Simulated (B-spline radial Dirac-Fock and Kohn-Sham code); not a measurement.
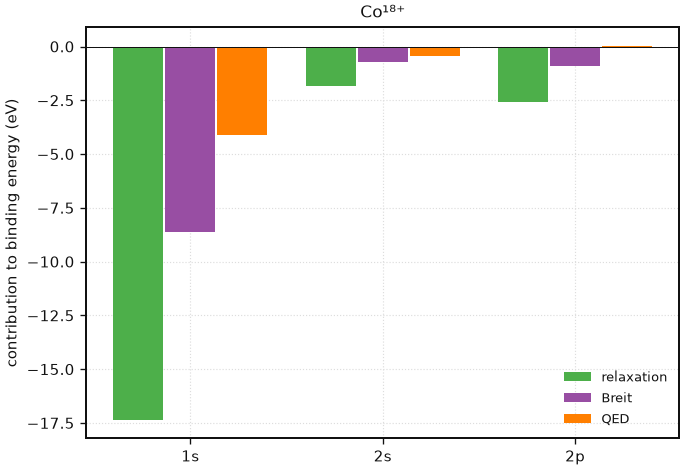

Fig. 1. Bars give the relaxation, Breit and QED contributions (eV) to the binding energies of the deepest subshells, counted from the Koopmans value. It refers to cobalt in charge state +18 (Co¹⁸⁺) ([He] 2s2 2p5). Level of theory: Dirac–Fock ΔSCF (average of configuration, Fermi nucleus, Breit and QED terms, no correlation); calculated with a radial B-spline solver. Open shells are averaged over j.

For 1s (bound by 8.4997 keV) relaxation contributes −17.3 eV, the Breit interaction −8.60 eV and QED −4.11 eV, so relaxation is the largest correction there. For 2p the three are −2.59 eV, −0.89 eV and 0.025 eV. Relaxation is largest in size for 1s.
